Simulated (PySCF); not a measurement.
# SiCl (charge −1, triplet): what the fields show

```xyz
2

Si    0.0000    0.0000   -1.2794
Cl    0.0000    0.0000    1.0236
```

Method: PySCF, PBE0/def2-SVPD, non-relativistic Hamiltonian with scalar-relativistic core potentials where named, at a bond length of 2.303 Å.

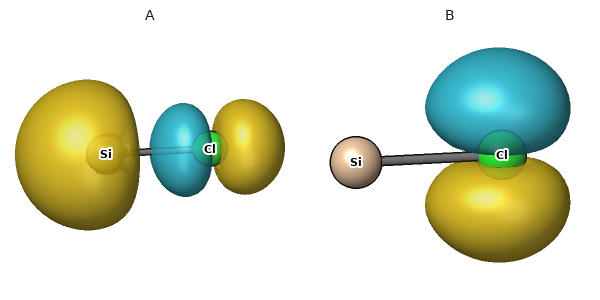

Figure 1. Two frontier β-spin orbitals, each drawn at the value that holds 80 % of its norm (yellow and cyan are the two phases), in no order; of a degenerate pair one member is drawn.

Q: Name the orbitals and rank them from lowest to highest energy.

A: Orbital B: π, occupied in this spin, −3.45 eV; mainly on Cl (90 %).
Orbital A: σ, occupied in this spin, −2.36 eV; shared between the atoms (Si 70 %, Cl 30 %).

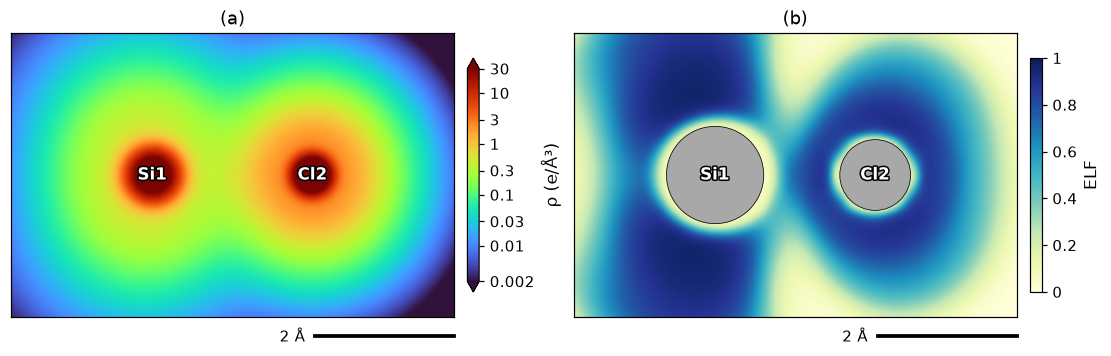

Figure 2. (a) total electron density; (b) ELF on a plane that holds the molecular axis. Grey discs cover the atomic cores in the ELF map.

Q: Interpret the plot.

A: The section cuts through Si and Cl sites.
Si–Cl (2.30 Å): ρ at the midpoint is about 0.51 e/Å³, with its minimum of 0.39 e/Å³ about 0.9 Å from Si; the ELF peaks at about 0.85 between the atoms, as expected for a polar covalent bond.
The ELF also peaks beside Si1 and Cl2, away from the bonds: non-bonding electrons, paired or unpaired.

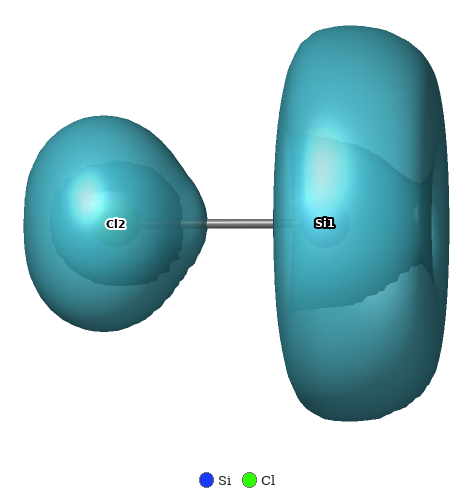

Figure 3. Isosurface of the ELF at 0.8 (cyan), seen from one side. Core shells and regions of very low density are left out.

Q: What do the ELF domains correspond to?

A: At this value the surface marks out one ring or bowl of non-bonding electrons around Si and one region wrapped around Cl (its lone pairs, merged into a ring or cap).
